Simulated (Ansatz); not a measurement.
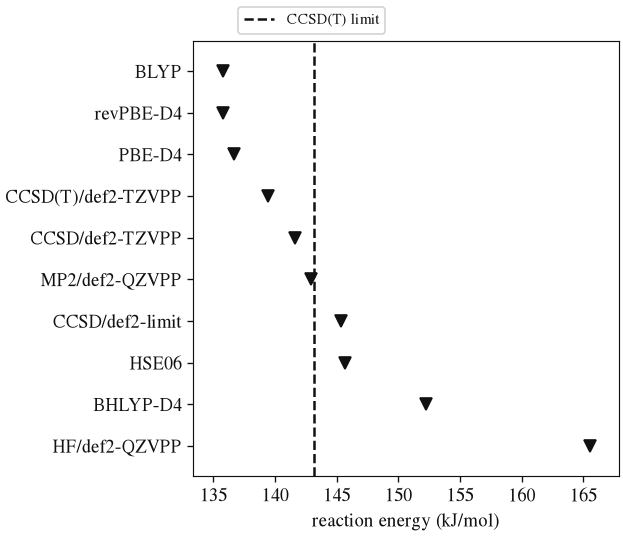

Electronic reaction energy of YH₂O₂Cl ([OH][Y]([OH])[Cl]) + NH₃ (N) → YNH₄O₂ ([NH2][Y]([OH])[OH]) + HCl (Cl) (SMILES in brackets) at several levels (functionals in def2-TZVPP unless a basis is named), isolated molecules at PBE0-D4 triple-zeta geometries, minima by their frequencies, no zero-point or thermal terms, the Ansatz code. The line is frozen-core CCSD(T) at the basis limit (MP2 extrapolated from triple and quadruple zeta, plus CCSD(T) less MP2 in a smaller set). No dispersion term is added to BLYP and HSE06. The distance of CCSD(T)/def2-TZVPP, CCSD/def2-TZVPP and MP2/def2-QZVPP to the limit includes basis error. Core potentials past Kr.

Question: What do zero-point energy and temperature add?

Answer: Zero-point change −11.7 kJ/mol; at 298.15 K and 1 bar the CCSD(T) limit plus thermal terms gives an enthalpy of reaction of 131.9 and a free energy of 133.6 kJ/mol (harmonic PBE0-D4 modes, ideal gas).

Question: What range do the values span, the line included?

Answer: From 135.8 kJ/mol (BLYP) to 165.5 kJ/mol (HF/def2-QZVPP).

Known limits of this run: outer-core shells are correlated without core-valence functions, which makes the correlated values less sure.
